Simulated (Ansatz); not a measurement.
```yaml
crystal:
  periodic: [false, false, false]
  atoms:
    - {symbol: C, position_ang: [-1.076386, 1.576261, -0.899896]}
    - {symbol: C, position_ang: [-0.331549, 0.830154, -0.320368]}
    - {symbol: C, position_ang: [0.567331, -0.018484, 0.374039]}
    - {symbol: C, position_ang: [0.457278, -1.344944, 0.423916]}
    - {symbol: H, position_ang: [-1.740220, 2.229112, -1.415248]}
    - {symbol: H, position_ang: [1.387942, 0.475172, 0.888325]}
    - {symbol: H, position_ang: [1.177336, -1.939587, 0.972100]}
    - {symbol: H, position_ang: [-0.236415, -2.071554, 0.018329]}
basis:
  gaussian: {orbitals: def2-TZVPP}
hamiltonian: {xc: pbe, dispersion: d4}
```

Geometry: moved along internal coordinates away from the minimum.

What structure does this define?

It has 8 atoms: 4 carbon and 4 hydrogen (C4H4). As SMILES it reads `C#CC=C`. It has no ring. Among its groups: alkene, alkyne. All atoms lie on one plane. Coordination: 2 C linear; 2 C trigonal planar.

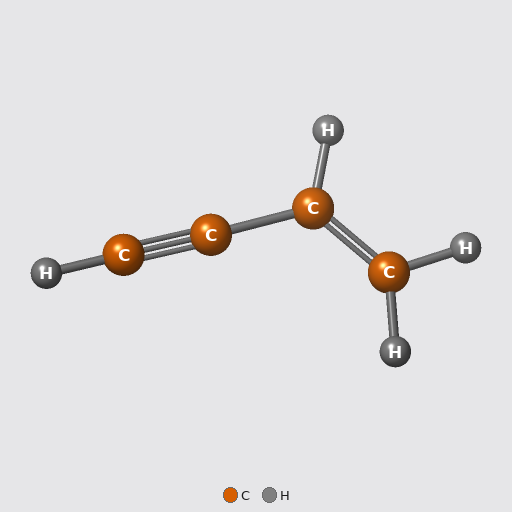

Simulated data, not a measurement (program: Ansatz).
